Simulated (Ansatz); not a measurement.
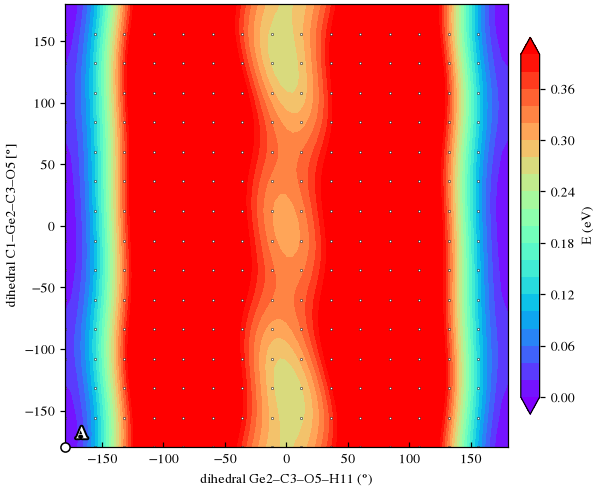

C2H6GeO2, SMILES [CH3][GeH2][C](=O)O. 
- Coordinates scanned: (1) dihedral Ge2–C3–O5–H11; (2) dihedral C1–Ge2–C3–O5.
- Nothing is relaxed (all other coordinates rigid).
- The scan uses a 15 × 15 grid.
- Points are written as (first, second).
- Energies: eV, counted from the lowest grid point.
- Theory: RKS B3LYP-D4/def2-SVP (Ansatz).

In the figure: filled contours, dots at the grid points, one colour for all values above the top of the scale, the well A. Between grid points the surface is interpolated.

### Estimate the position of the minimum and the force constants in these coordinates. Take the well at A.

The interpolated minimum is at dihedral Ge2–C3–O5–H11 ≈ −180°, dihedral C1–Ge2–C3–O5 ≈ −180°. The curvatures there are about 1.2 eV/rad² and 0.085 eV/rad², with a cross term of about −0.062 eV/rad². Round the minimum the valley is somewhat tilted: raising dihedral Ge2–C3–O5–H11 shifts the best value of dihedral C1–Ge2–C3–O5 upwards (coupling k₁₂/√(k₁₁k₂₂) about −0.2).
